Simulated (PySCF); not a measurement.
# C2H5FO2Si: electronic excitations

What electronic excitations should C2H5FO2Si (`COC(=O)[SiH2]F`) show?

Programs: PySCF 2.14.0, with density-fitted response routines of our own. Each step states its level of theory. These are calculated values for one molecule in the gas phase, unless marked as measured. Atoms count from 0, in the outputs and in this text.

**1. The molecule as given**

11 atoms, charge 0, multiplicity 1; geometry from: GFN2-xTB.

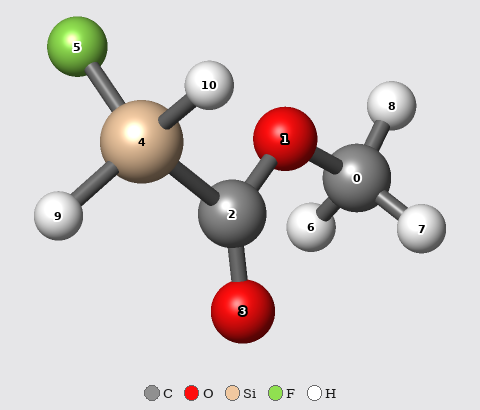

As it starts; carbon grey, oxygen red, silicon light orange, fluorine green, hydrogen white, atoms numbered.

**2. Excited states and response: CAM-B3LYP/def2-SVPD**

What the job is given:

```
{"job": {"kind": "uv", "xc": "CAM-B3LYP", "basis": "def2-SVPD", "nstates": 8, "ntriplets": 3}, "charge": 0, "multiplicity": 1}
C     -1.992159     0.154361     0.134486
O     -0.602411     0.463242     0.148904
C      0.245239    -0.509142    -0.196000
O     -0.109075    -1.613906    -0.526138
Si     2.046045     0.144347    -0.105922
F      2.168939     0.913653     1.300321
H     -2.200584    -0.666289     0.823622
H     -2.299606    -0.143454    -0.870154
H     -2.511001     1.057596     0.444166
H      2.991457    -0.954474    -0.054801
H      2.268579     1.156736    -1.124447
```

Level: TDDFT CAM-B3LYP/def2-SVPD, vertical, gas phase, core orbitals frozen in the response.

Command:

```bash
OMP_NUM_THREADS=1 python probes_run.py task.json out
```

One launch serves the whole session: the jobs run in the order shown.

The log of the run:

```text
coarse grid: 10160 points
cycle   1  E = -618.3456875645  dE =  7.793e-01  |g| = 9.824e-01  |ddm| = 4.075e+00
cycle   2  E = -618.1177791117  dE =  2.279e-01  |g| = 1.531e+00  |ddm| = 2.268e+00
cycle   3  E = -618.5282432143  dE = -4.105e-01  |g| = 1.770e-01  |ddm| = 1.408e+00
cycle   4  E = -618.5328440546  dE = -4.601e-03  |g| = 8.490e-02  |ddm| = 2.014e-01
cycle   5  E = -618.5341284156  dE = -1.284e-03  |g| = 8.253e-03  |ddm| = 7.723e-02
cycle   6  E = -618.5341455736  dE = -1.716e-05  |g| = 2.852e-03  |ddm| = 1.746e-02
cycle   7  E = -618.5341475513  dE = -1.978e-06  |g| = 1.181e-03  |ddm| = 4.930e-03
final grid: 95224 points
cycle   8  E = -618.6326443312  dE = -2.022e-05  |g| = 2.823e-03  |ddm| = 3.741e-02
cycle   9  E = -618.6326439825  dE =  3.487e-07  |g| = 3.357e-03  |ddm| = 6.924e-03
cycle  10  E = -618.6326458875  dE = -1.905e-06  |g| = 3.850e-04  |ddm| = 2.903e-03
cycle  11  E = -618.6326459102  dE = -2.269e-08  |g| = 2.143e-04  |ddm| = 5.523e-04
cycle  12  E = -618.6326459178  dE = -7.629e-09  |g| = 7.949e-05  |ddm| = 2.329e-04
cycle  13  E = -618.6326459192  dE = -1.355e-09  |g| = 1.468e-05  |ddm| = 8.482e-05
cycle  14  E = -618.6326459193  dE = -7.162e-11  |g| = 4.816e-06  |ddm| = 2.670e-05
converged SCF energy = -618.6326459193

Static polarisability (au): isotropic 56.721, principal 46.119 56.155 67.890

Singlet excitations
state   eV       nm        f      main configurations
  1   4.9559    250.2   0.00374   H->L 0.87, H->L+2 0.08
  2   7.1772    172.7   0.02105   H->L+2 0.48, H-1->L 0.28
  3   7.4432    166.6   0.03626   H-1->L 0.55, H->L+1 0.16, H->L+2 0.10
  4   7.6217    162.7   0.00115   H-2->L 0.36, H-3->L 0.35, H->L+1 0.14
  5   7.7793    159.4   0.04131   H->L+1 0.56, H->L+2 0.14, H-2->L 0.11
  6   7.9583    155.8   0.01927   H-2->L 0.45, H-3->L 0.40
  7   8.5197    145.5   0.13576   H->L+4 0.64, H->L+3 0.23
  8   8.6800    142.8   0.02542   H-1->L+1 0.91

Triplet excitations (Tamm-Dancoff, eV): 4.3040 5.4915 6.9398
```

It took 24 s on 1 thread of Arm Neoverse V2, shared host; peak memory 0.74 GiB.

The orbitals next to the gap, with their largest atomic shares:

```
orbital      eV                       atoms
 HOMO−3  -11.78   O1 36 %, C0 12 %, O3 12 %
 HOMO−2  -11.61  Si4 29 %, H9 23 %, F5 14 %
 HOMO−1  -10.63   O1 45 %, O3 27 %, C0 11 %
   HOMO   -9.53  O3 56 %, C2 15 %, Si4 10 %
   LUMO   -0.09  Si4 25 %, C2 25 %, O3 21 %
 LUMO+1    1.15  Si4 22 %, C0 20 %, C2 16 %
 LUMO+2    1.34  Si4 32 %, C2 15 %, H9 13 %
```

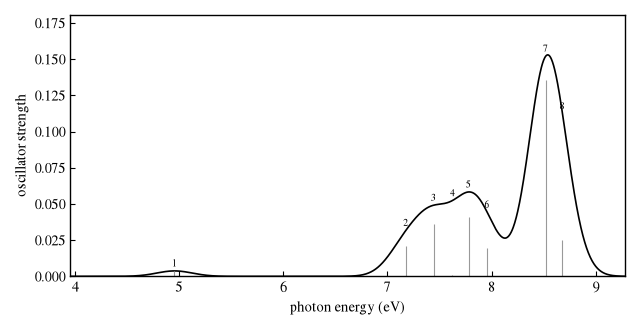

Absorption spectrum from the 8 singlet states computed; above the last one it falls off for lack of states. Lines are broadened to a width of 0.40 eV (Gaussian).

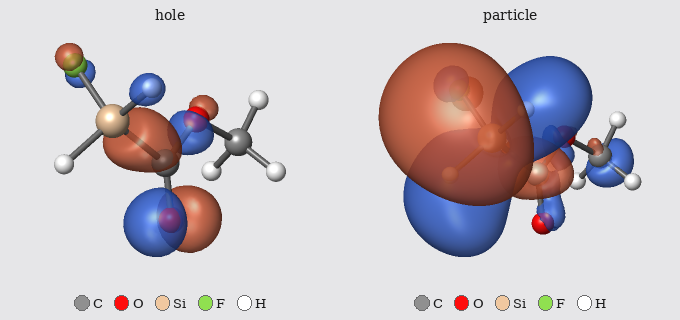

Leading natural transition orbitals of singlet state 7: the electron leaves the hole (left) for the particle orbital (right).

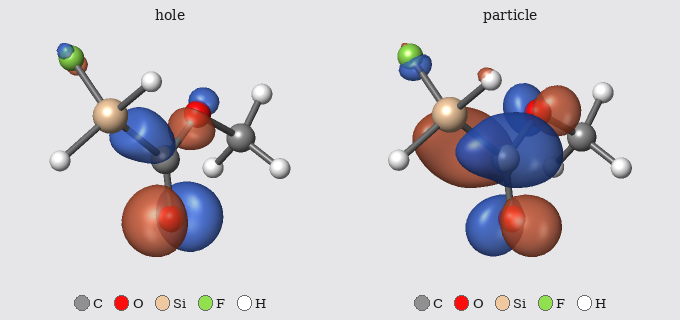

Leading natural transition orbitals of singlet state 1: the electron leaves the hole (left) for the particle orbital (right).

Further results of this job:

```
           property  computed
  dipole moment (D)      1.48
polarisability (Å³)      8.41
 HOMO–LUMO gap (eV)      9.44
      −ε(HOMO) (eV)      9.53
```

The fields below are evaluated on a grid from the run's orbitals.

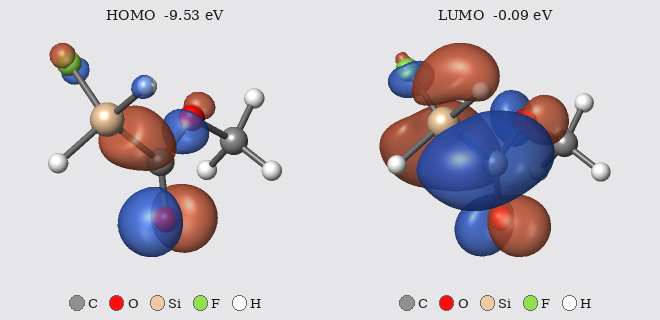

CAM-B3LYP/def2-SVPD orbitals near the gap, drawn at the value that encloses 70 % of each; the two colours are the two signs.

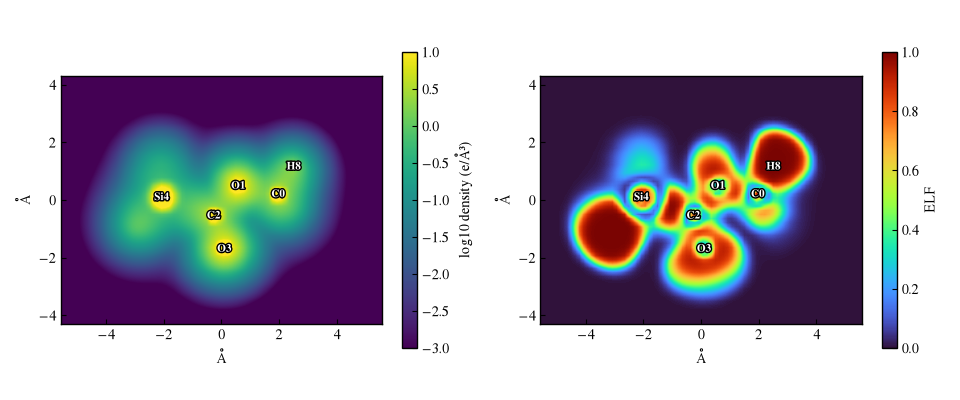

Density (left) and ELF (right) in a plane through or near 6 of the atoms.

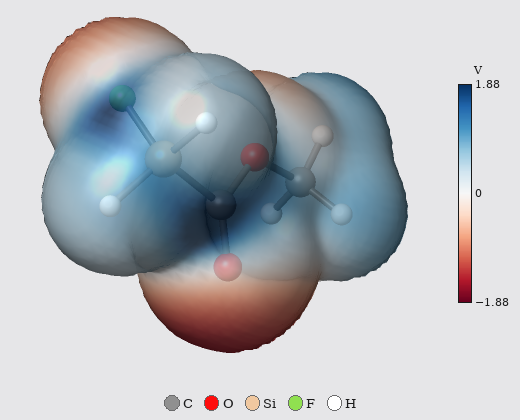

The potential that a unit positive charge feels on the 0.002 e/bohr³ surface, from -1.44 V near O3 to 1.88 V near Si4.

**3. Results**

| quantity | value |
| --- | --- |
| lowest singlet (CAM-B3LYP/def2-SVPD) | 4.96 eV (250 nm), f = 0.004 |
| brightest single state of those computed | state 7, 8.52 eV, f = 0.136 |
| lowest triplet | 4.30 eV |
| surface potential, least and greatest | -1.44 V and 1.88 V |

**Reading.** The first singlet state (HOMO→LUMO 0.87, HOMO→LUMO+2 0.08) lies at 4.96 eV and is weak; of the 8 states computed, the strongest absorption comes from state 7 at 8.52 eV. The lowest triplet lies 0.65 eV below the lowest singlet (triplets in Tamm-Dancoff, singlets in full TDDFT).
